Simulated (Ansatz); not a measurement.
**NH3S (Thiohydroxylamine) at 6 levels**

Aim: a comparison of 6 runs (BLYP/STO-3G, HSE06/STO-3G, SVWN5/STO-3G, UPBE0/STO-3G, r2SCAN0/STO-3G, UMP2/STO-3G) of NH3S (Thiohydroxylamine). 

Program for the calculation: Ansatz 0.2.0.

57 further runs of the same task are left out: 2 that didn't finish, 55 set aside as unsound or not needed.

## Step 1: Starting point

NH3S: 5 atoms, total charge 0, spin state singlet. SMILES: `NS`. The H3–N1 distance was set to 1.522 Å, away from the relaxed value. At this shape a bond of the SMILES string is far longer than usual.

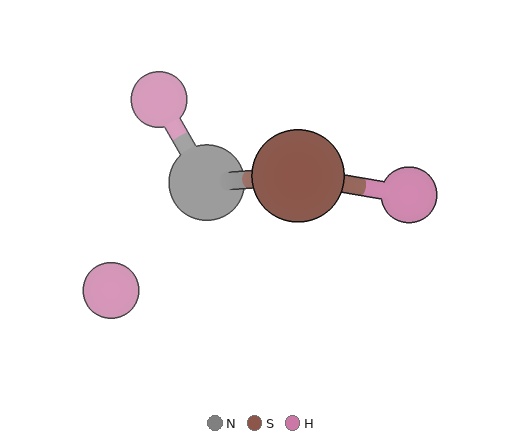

Viewed from a chosen angle; nitrogen grey, sulfur brown, hydrogen pink.

## Step 2: The energy at BLYP/STO-3G (run 1)

Contents of input.yaml:

```yaml
crystal:
  periodic: [false, false, false]
  atoms:
    - {symbol: "N", position_ang: [-0.251663, -0.110744, -0.535274]}
    - {symbol: S, position_ang: [0.079367, 1.351026, 0.306756]}
    - {symbol: H, position_ang: [0.015040, -1.300690, 0.375430]}
    - {symbol: H, position_ang: [-1.224893, -0.128064, -0.822784]}
    - {symbol: H, position_ang: [1.026537, 1.775096, -0.538434]}
basis:
  gaussian:
    orbitals: STO-3G
hamiltonian:
  xc: {name: BLYP}
accuracy: high
```

The run is started by

```bash
$ ansatz run input.yaml --threads 1 --pin off --max-ram 2610MiB --events-out events.jsonl --progress --plain --runs-dir runs
```

Log:

```text
Warning: RAYON_NUM_THREADS=1 ignored (pool sized by the plan → 1); use --threads N
Functional definition: BLYP
  name "BLYP"
  parameter beta = 0.0042
  parameter a = 0.04918
  parameter b = 0.132
  parameter c = 0.2533
  parameter d = 0.349
  exchange = b88_x(beta = beta)
  correlation = lyp_c(a = a, b = b, c = c, d = d)
289 factors; integrals over basis functions are off by at most 1.4e-8 eV
mean field evaluation 1: about -12228.4738 eV, gradient 1.2e1 eV
mean field evaluation 2: about -12227.0572 eV, gradient 2.4e1 eV
mean field evaluation 4: about -12228.9850 eV, gradient 1.2e0 eV
mean field evaluation 8: about -12228.9362 eV, gradient 1.0e-2 eV
mean field evaluation 16: about -12228.9362 eV, gradient 1.1e-7 eV
mean field -12228.93616614 eV, -449.4051150349 hartree, gradient 8.3e-9 eV, S^2 0.000000; 0 other end points of the search recorded, 0 dependent functions left out
reference -12228.93620088 eV, -449.4051163116 hartree; 13, 13 occupied and 4, 4 virtual orbitals, 289 factors
Total energy: -12228.93620088 eV, -449.4051163116 hartree
```

Run time: 0.95 s. Hardware: 1 thread of Arm Neoverse V1, shared host.

## Step 3: The energy at HSE06/STO-3G (run 2)

Contents of job.yaml:

```yaml
crystal:
  periodic: [false, false, false]
  atoms:
    - {symbol: "N", position_ang: [-0.251663, -0.110744, -0.535274]}
    - {symbol: S, position_ang: [0.079367, 1.351026, 0.306756]}
    - {symbol: H, position_ang: [0.015040, -1.300690, 0.375430]}
    - {symbol: H, position_ang: [-1.224893, -0.128064, -0.822784]}
    - {symbol: H, position_ang: [1.026537, 1.775096, -0.538434]}
basis:
  gaussian: {orbitals: STO-3G}
accuracy: high
hamiltonian: {xc: hse06}
```

The run is started by

```bash
$ ansatz run job.yaml --threads 1 --pin off --max-ram 2610MiB --events-out events.jsonl --progress --plain --runs-dir runs
```

Log:

```text
Warning: RAYON_NUM_THREADS=1 ignored (pool sized by the plan → 1); use --threads N
Functional definition: HSE06
  name "HSE06"
  parameter a = 0.25
  parameter omega = 0.11/bohr
  exchange = pbe_x - a*pbe_x_sr(omega) + a*exact_x_sr(omega)
  correlation = pbe_c
289 factors; integrals over basis functions are off by at most 1.4e-8 eV
54 factors; integrals over basis functions are off by at most 1.2e-9 eV
mean field evaluation 1: about -12224.9124 eV, gradient 1.0e1 eV
mean field evaluation 2: about -12224.5355 eV, gradient 1.5e1 eV
mean field evaluation 4: about -12225.2775 eV, gradient 2.4e-1 eV
mean field evaluation 8: about -12225.2530 eV, gradient 1.2e-2 eV
mean field evaluation 16: about -12225.2530 eV, gradient 6.8e-8 eV
mean field -12225.25301213 eV, -449.2697616218 hartree, gradient 6.8e-8 eV, S^2 0.000000; 0 other end points of the search recorded, 0 dependent functions left out
reference -12225.25301391 eV, -449.2697616870 hartree; 13, 13 occupied and 4, 4 virtual orbitals, 289 factors
Total energy: -12225.25301391 eV, -449.2697616870 hartree
```

Run time: 1.1 s. Hardware: 1 thread of Arm Neoverse V1, shared host; peak memory 0.091 GiB.

Runs 3 to 4 aren't shown in full; the table further down has their settings and results.

## Step 4: A single-point energy at r2SCAN0/STO-3G (run 5)

Contents of run.yaml:

```yaml
crystal:
  periodic: [false, false, false]
  atoms:
    - {symbol: "N", position_ang: [-0.251663, -0.110744, -0.535274]}
    - {symbol: S, position_ang: [0.079367, 1.351026, 0.306756]}
    - {symbol: H, position_ang: [0.015040, -1.300690, 0.375430]}
    - {symbol: H, position_ang: [-1.224893, -0.128064, -0.822784]}
    - {symbol: H, position_ang: [1.026537, 1.775096, -0.538434]}
basis:
  gaussian: {orbitals: STO-3G}
magnetization: {spin_polarized: false, initial_magnetization: 0}
hamiltonian: {xc: {name: r2SCAN0}}
accuracy: high
```

The run is started by

```bash
$ ansatz run run.yaml --threads 1 --pin off --max-ram 2610MiB --events-out events.jsonl --progress --plain --runs-dir runs
```

Log:

```text
Warning: RAYON_NUM_THREADS=1 ignored (pool sized by the plan → 1); use --threads N
Functional definition: r2SCAN0
  name "r2SCAN0"
[... 1 set-up line as earlier in the session ...]
  parameter k0 = 0.174
  parameter k1 = 0.065
  parameter a1 = 4.9479
  exchange = (1 - a)*r2scan_x(k0 = k0, k1 = k1, a1 = a1) + a*exact_x
  correlation = r2scan_c
289 factors; integrals over basis functions are off by at most 1.4e-8 eV
mean field evaluation 1: about -12229.2155 eV, gradient 9.2e0 eV
mean field evaluation 2: about -12229.1298 eV, gradient 1.1e1 eV
mean field evaluation 4: about -12229.5259 eV, gradient 1.1e-1 eV
mean field evaluation 8: about -12229.4977 eV, gradient 3.3e-3 eV
mean field evaluation 16: about -12229.4977 eV, gradient 2.6e-8 eV
mean field -12229.49773166 eV, -449.4257521872 hartree, gradient 2.6e-8 eV, S^2 0.000000; 0 other end points of the search recorded, 0 dependent functions left out
reference -12229.49773195 eV, -449.4257521978 hartree; 13, 13 occupied and 4, 4 virtual orbitals, 289 factors
Total energy: -12229.49773195 eV, -449.4257521978 hartree
```

Run time: 2.2 s. Hardware: 1 thread of Arm Neoverse V1, shared host; peak memory 0.13 GiB.

## Step 5: The energy at UMP2/STO-3G (run 6)

Contents of molecule.yaml:

```yaml
crystal:
  periodic: [false, false, false]
  atoms:
    - {symbol: N, position_ang: [-0.251663, -0.110744, -0.535274]}
    - {symbol: S, position_ang: [0.079367, 1.351026, 0.306756]}
    - {symbol: H, position_ang: [0.015040, -1.300690, 0.375430]}
    - {symbol: H, position_ang: [-1.224893, -0.128064, -0.822784]}
    - {symbol: H, position_ang: [1.026537, 1.775096, -0.538434]}
basis:
  gaussian:
    orbitals: STO-3G
accuracy: high
magnetization:
  spin_polarized: true
correlation:
  method: mp2
  frozen_orbitals: {H: 0, "N": 1, S: 5}
```

The run is started by

```bash
$ ansatz run molecule.yaml --threads 1 --pin off --max-ram 2610MiB --events-out events.jsonl --progress --plain --runs-dir runs
```

Log:

```text
Warning: RAYON_NUM_THREADS=1 ignored (pool sized by the plan → 1); use --threads N
Functional definition: HF
  name "HF"
  exchange = exact_x
  correlation = 0
289 factors; integrals over basis functions are off by at most 1.4e-8 eV
mean field evaluation 1: about -12203.8573 eV, gradient 6.2e0 eV
mean field evaluation 2: about -12203.9298 eV, gradient 6.3e0 eV
mean field evaluation 4: about -12204.3455 eV, gradient 7.9e-1 eV
mean field evaluation 8: about -12204.3580 eV, gradient 1.2e-2 eV
mean field evaluation 16: about -12204.4868 eV, gradient 6.5e-1 eV
mean field -12204.54009853 eV, -448.5085760864 hartree, gradient 2.9e-8 eV, S^2 0.350118; 1 other end points of the search recorded, 0 dependent functions left out
6 core orbitals not correlated: weight in the atoms' cores, before any rotation towards them, 1.000 or more for the frozen orbitals, at most 0.000 for the correlated occupied ones
reference -12204.54009853 eV, -448.5085760864 hartree; 7, 7 occupied and 4, 4 virtual orbitals, 289 factors
second order -2.02203575 eV of doubles, -0.00000000 eV of singles
Total energy: -12206.56213428 eV, -448.5828845297 hartree
```

It took 0.14 s on 1 thread of Arm Neoverse V1, shared host.

## Step 6: All runs side by side

```
run           level  frozen core orbitals  energy (Eh)  wall time
  1     BLYP/STO-3G                     –  -449.405116     0.95 s
  2    HSE06/STO-3G                     –  -449.269762      1.1 s
  3    SVWN5/STO-3G                     –  -447.585486     0.58 s
  4    UPBE0/STO-3G                     –  -449.279704      1.4 s
  5  r2SCAN0/STO-3G                     –  -449.425752      2.2 s
  6     UMP2/STO-3G                     6  -448.582885     0.14 s
```

## Step 7: Summary of results

| quantity | value |
| --- | --- |
| run 6: total energy | -448.58288 Eh |
| run 6: correlation energy (6 core orbitals frozen) | -74.3 mEh |
| run 6: ⟨S²⟩ of the reference determinant | 0.350 |

**Reading.** Totals of different functionals can't be ranked against each other. In runs 1, 2, 3, 4, 5, 6 the basis is minimal, so the values are rough. Spin contamination of the reference: run 6 ⟨S²⟩ = 0.35. All runs together took 6.3 s, the longest 2.2 s.
